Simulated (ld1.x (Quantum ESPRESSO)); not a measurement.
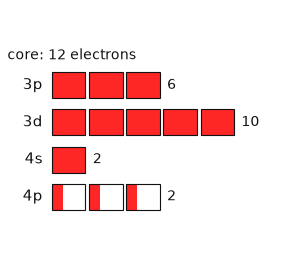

Figure 1. The valence shells of the reference configuration: a box for each of the 2l + 1 orbitals, shaded by the share of the shell that is filled, with the electron count at the right. The shells are those of the unaltered input.

## Pseudopotential generation for Ge

- system: germanium (Ge, Z = 32), core [Ne] 3s2, reference valence 3p6 3d10 4s2 4p2, valence charge 20. (This line and the method describe the unaltered input from which the odd one was made.)
- method: ultrasoft potential, PBEsol, scalar-relativistic, made with ld1.x (Quantum ESPRESSO) 7.5

## Input
```
 &input
   title='Ge', zed=32., rel=1, dft='PBESOL', iswitch=3,
   config='[Ar] 3d10 4s2 4p2',
   nld=3, rlderiv=2.25, eminld=-10.0, emaxld=5.0, deld=0.04
 /
 &inputp
   pseudotype=3, tm=.true., lloc=-1, rcloc=2.05,
   nlcc=.false.,
   which_augfun='PSQ', rmatch_augfun_nc=.true.,
   file_pseudopw='Ge.UPF', file_wfcaegen='ae.wfc', file_wfcncgen='nc.wfc', file_beta='beta', file_chi='chi', file_wfcusgen='us.wfc'
 /
6
4S  1  0   2.00   0.00  1.95  2.05  0.0
4S  1  0   0.00   0.20  1.95  2.05  0.0
3P  2  1   6.00   0.00  0.90  1.20  0.0
4P  3  1   2.00   0.00  0.90  1.20  0.0
3D  3  2  10.00   0.00  1.25  1.45  0.0
3D  4  2   0.00  -0.40  1.25  1.45  0.0
 &test
   configts(1)='3p6 3d10 4s2 4p2'
 /
```

Hardware: 1 CPU thread, shared host.

Command:
```bash
ld1.x < Ge.in > Ge.out
```

## Output
```
     Program LD1 v.7.5
     --------------------------- All-electron run ----------------------------

     Ge
     scalar relativistic calculation

     atomic number is 32.00
     dft =PBESOL   lsd =0 sic =0 latt =0  beta=0.20 tr2=1.0E-14
     Exchange-correlation= PBESOL
                           (   1   4  10   8   0   0   0)
     mesh =1207 r(mesh) = 100.41023 a.u. xmin = -7.00 dx = 0.01250
     1 Ry =  13.60569312 eV, c = 137.03599908

     n l     nl                  e(Ry)          e(Ha)          e(eV)
     1 0     1S 1( 2.00)      -804.9585      -402.4792    -10952.0180
     2 0     2S 1( 2.00)      -100.7399       -50.3699     -1370.6359
     2 1     2P 1( 6.00)       -88.0571       -44.0285     -1198.0777
     3 0     3S 1( 2.00)       -12.3563        -6.1782      -168.1161
     3 1     3P 1( 6.00)        -8.4836        -4.2418      -115.4256
     3 2     3D 1(10.00)        -2.1544        -1.0772       -29.3123
     4 0     4S 1( 2.00)        -0.8631        -0.4316       -11.7433
     4 1     4P 1( 2.00)        -0.2864        -0.1432        -3.8968

     final scf error:  9.8E-15 reached in  36 iterations

     Etot =   -4194.589934 Ry,   -2097.294967 Ha,  -57070.303424 eV

     Ekin =    4270.140783 Ry,    2135.070392 Ha,   58098.225088 eV
     Encl =  -10112.824798 Ry,   -5056.412399 Ha, -137591.990814 eV
     Eh   =    1803.960466 Ry,     901.980233 Ha,   24544.132508 eV
     Exc  =    -155.866385 Ry,     -77.933193 Ha,   -2120.670205 eV

     normalization and overlap integrals

     s(1S/1S) =  1.000000  <r> =   0.0470  <r2> =    0.0030  r(max) =   0.0309
     s(2S/2S) =  1.000000  <r> =   0.2102  <r2> =    0.0521  r(max) =   0.1754
     s(2P/2P) =  1.000000  <r> =   0.1838  <r2> =    0.0414  r(max) =   0.1418
     s(3S/3S) =  1.000000  <r> =   0.6247  <r2> =    0.4503  r(max) =   0.5402
     s(3P/3P) =  1.000000  <r> =   0.6474  <r2> =    0.4936  r(max) =   0.5402
     s(3D/3D) =  1.000000  <r> =   0.7368  <r2> =    0.6976  r(max) =   0.5012
     s(4S/4S) =  1.000000  <r> =   2.1153  <r2> =    5.1783  r(max) =   1.7494
     s(4P/4P) =  1.000000  <r> =   2.8834  <r2> =    9.9356  r(max) =   2.2184

     ------------------------ End of All-electron run ------------------------

     --------------------- Generating US pseudopotential ---------------------

      Generating local potential from pseudized AE potential:
      Matching radius rcloc =   2.0500

      Local pseudo, rcloc= 2.032 Estimated cut-off energy=     5.91 Ry
      Wfc-us  4S rcutus= 2.032  Estimated cut-off energy=    11.28 Ry
      Wfc-us  4S rcutus= 2.032  Estimated cut-off energy=    13.76 Ry
      Wfc-us  3P rcutus= 1.202  Estimated cut-off energy=    59.52 Ry
      Wfc-us  4P rcutus= 1.202  Estimated cut-off energy=   113.00 Ry
      Wfc-us  3D rcutus= 1.432  Estimated cut-off energy=    58.25 Ry
      Wfc-us  3D rcutus= 1.432  Estimated cut-off energy=   101.97 Ry

     Q pseudized with Bessel functions
     Expected ecutrho=     445.8446 due to l1=  1   l2=  2

     ------------------- End of pseudopotential generation -------------------

     --------------------------- All-electron run ----------------------------

     Ge
     scalar relativistic calculation

     atomic number is 32.00
     dft =PBESOL   lsd =0 sic =0 latt =0  beta=0.20 tr2=1.0E-14
     Exchange-correlation= PBESOL
                           (   1   4  10   8   0   0   0)
     mesh =1207 r(mesh) = 100.41023 a.u. xmin = -7.00 dx = 0.01250
     1 Ry =  13.60569312 eV, c = 137.03599908

     n l     nl                  e(Ry)          e(Ha)          e(eV)
     1 0     1S 1( 2.00)      -804.9585      -402.4792    -10952.0180
     2 0     2S 1( 2.00)      -100.7399       -50.3699     -1370.6359
     2 1     2P 1( 6.00)       -88.0571       -44.0285     -1198.0777
     3 0     3S 1( 2.00)       -12.3563        -6.1782      -168.1161
     3 1     3P 1( 6.00)        -8.4836        -4.2418      -115.4256
     3 2     3D 1(10.00)        -2.1544        -1.0772       -29.3123
     4 0     4S 1( 2.00)        -0.8631        -0.4316       -11.7433
     4 1     4P 1( 2.00)        -0.2864        -0.1432        -3.8968

     final scf error:  9.8E-15 reached in  36 iterations

     Etot =   -4194.589934 Ry,   -2097.294967 Ha,  -57070.303424 eV

     Ekin =    4270.140783 Ry,    2135.070392 Ha,   58098.225088 eV
     Encl =  -10112.824798 Ry,   -5056.412399 Ha, -137591.990814 eV
     Eh   =    1803.960466 Ry,     901.980233 Ha,   24544.132508 eV
     Exc  =    -155.866385 Ry,     -77.933193 Ha,   -2120.670205 eV

     normalization and overlap integrals

     s(1S/1S) =  1.000000  <r> =   0.0470  <r2> =    0.0030  r(max) =   0.0309
     s(2S/2S) =  1.000000  <r> =   0.2102  <r2> =    0.0521  r(max) =   0.1754
     s(2P/2P) =  1.000000  <r> =   0.1838  <r2> =    0.0414  r(max) =   0.1418
     s(3S/3S) =  1.000000  <r> =   0.6247  <r2> =    0.4503  r(max) =   0.5402
     s(3P/3P) =  1.000000  <r> =   0.6474  <r2> =    0.4936  r(max) =   0.5402
     s(3D/3D) =  1.000000  <r> =   0.7368  <r2> =    0.6976  r(max) =   0.5012
     s(4S/4S) =  1.000000  <r> =   2.1153  <r2> =    5.1783  r(max) =   1.7494
     s(4P/4P) =  1.000000  <r> =   2.8834  <r2> =    9.9356  r(max) =   2.2184

     ------------------------ End of All-electron run ------------------------

     Computing logarithmic derivative in   2.26038
     Computing logarithmic derivative in   2.26038
     Computing the partial wave expansion
     R is outside the sphere for l=    0 j= 0.00
     R is outside the sphere for l=    0 j= 0.00
     R is outside the sphere for l=    1 j= 0.00
     R is outside the sphere for l=    1 j= 0.00
     R is outside the sphere for l=    2 j= 0.00
     R is outside the sphere for l=    2 j= 0.00

     ---------------------- Testing the pseudopotential ----------------------

     Ge
     scalar relativistic calculation

     atomic number is 32.00   valence charge is 20.00
     dft =PBESOL   lsd =0 sic =0 latt =0  beta=0.20 tr2=1.0E-14
     mesh =1207 r(mesh) = 100.41023 xmin = -7.00 dx = 0.01250

     n l     nl             e AE (Ry)        e PS (Ry)    De AE-PS (Ry)
     2 1     3P   1( 6.00)       -8.48363       -8.48359       -0.00004
     3 2     3D   1(10.00)       -2.15441       -2.15438       -0.00003
     1 0     4S   1( 2.00)       -0.86312       -0.86312        0.00000
     3 1     4P   1( 2.00)       -0.28641       -0.28640       -0.00001

     eps = 1.9E-15  iter =  7

     Etot =   -4194.589934 Ry,   -2097.294967 Ha,  -57070.303424 eV
     Etotps =  -460.617269 Ry,    -230.308635 Ha,   -6267.017214 eV

     Ekin =      79.787299 Ry,      39.893650 Ha,    1085.561511 eV
     Encl =    -840.861493 Ry,    -420.430747 Ha,  -11440.503435 eV
     Ehrt =     398.676177 Ry,     199.338089 Ha,    5424.265720 eV
     Ecxc =     -40.972970 Ry,     -20.486485 Ha,    -557.465651 eV
     Epseu=     -57.246283 Ry,     -28.623142 Ha,    -778.875360 eV

     ---------------------- End of pseudopotential test ----------------------
```

## What the run reported

| quantity | value |
| --- | --- |
| outcome | generated |
| wall time | 0.97 s |

## What is odd here

One thing in this input was made odd on purpose: pseudo principal number of 3D raised by one. The program ran to the end. The all-electron atom is untouched: its total energy equals that from the unaltered input (−4194.5899 Ry). The pseudo-atom's energy and levels in the reference configuration are also those from the unaltered input, so the oddity leaves no trace there. The pseudo-atom meets the occupied all-electron levels that the test lists within 0.00004 Ry. No test for ghost states or cutoffs was run on this potential, so its soundness isn't shown.
